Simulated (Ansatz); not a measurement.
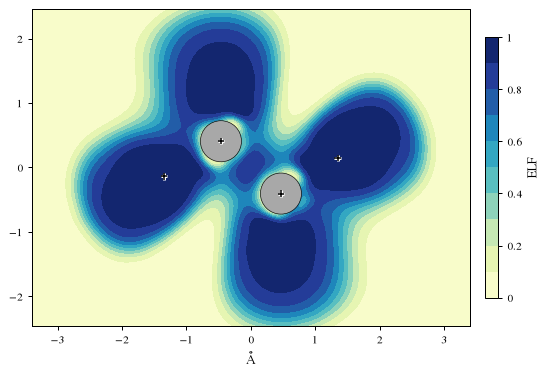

The electron localisation function on a plane through atoms (crosses mark nuclei in the plane; grey discs cover the cores).

Computed with isolated molecule in a Gaussian basis; Kohn-Sham density functional theory, functional PBE0 (Ansatz).

Candidates:
A. H4SSi (SMILES [SiH3]S)
B. H2N2 (SMILES N=N)
C. GeH3I (SMILES [GeH3][I])

Question: Which candidate gave the map?

Answer: Candidate B: H2N2 on the molecular plane, which holds N and H. N–N (1.24 Å): the ELF peaks at about 0.90 between the atoms, as expected for localised, covalent bonding. N–H (1.03 Å): the ELF climbs to about 1 towards the hydrogen, as it does in any bond to H (a covalent bond by its length).
